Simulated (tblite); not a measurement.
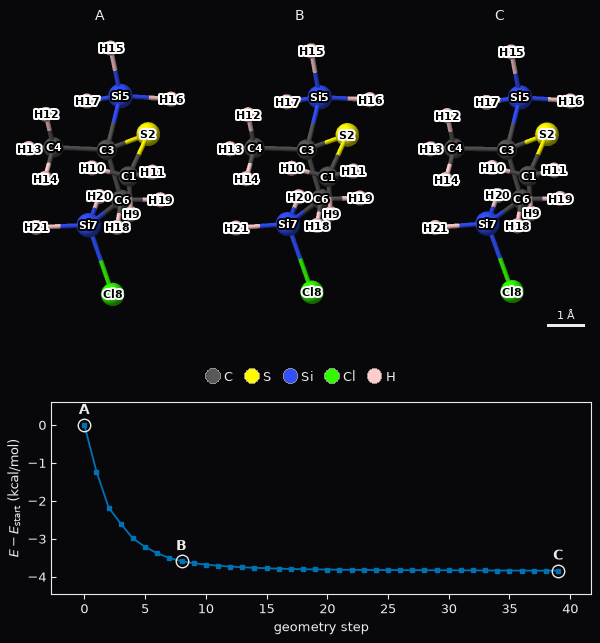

Frames of a relaxation of C4H13ClSSi2, marked on the history of the run. A ball-and-stick model, seen from a free direction.

The calculation used GFN2-xTB geometry optimisation, gas phase (tblite). 

What happens along the run?

The energy falls by 3.84 kcal/mol in 39 geometry steps. H15 moves most after the best rigid fit: 0.13 Å. By element the largest moves are H 0.13 Å, Cl 0.09 Å, C 0.06 Å, Si 0.06 Å, S 0.04 Å. Among the contacts that change: C3–Si5 1.970 → 1.922 Å, S2–C3 1.894 → 1.858 Å, Si5–H15 1.495 → 1.460 Å, C3–C4 1.554 → 1.520 Å. Bond angles that change, for instance: C3–Si5–H15 111.3° → 108.1°, H10–C1–H11 106.8° → 109.9°, H16–Si5–H17 108.4° → 111.3°. From step 0 to 8: H15 moves most (0.08 Å), energy −3.59 kcal/mol. From step 8 to 39: H atoms move most (0.06 Å), energy −0.25 kcal/mol.

```csv
step,"E − E(0), kcal/mol"
0,0.00
1,-1.22
2,-2.17
3,-2.60
4,-2.99
5,-3.21
6,-3.38
7,-3.50
8,-3.59
9,-3.64
10,-3.68
12,-3.73
13,-3.75
15,-3.77
16,-3.78
18,-3.80
19,-3.80
21,-3.81
22,-3.82
24,-3.82
25,-3.82
27,-3.82
28,-3.83
30,-3.83
31,-3.83
33,-3.83
34,-3.83
36,-3.84
37,-3.84
39,-3.84
```
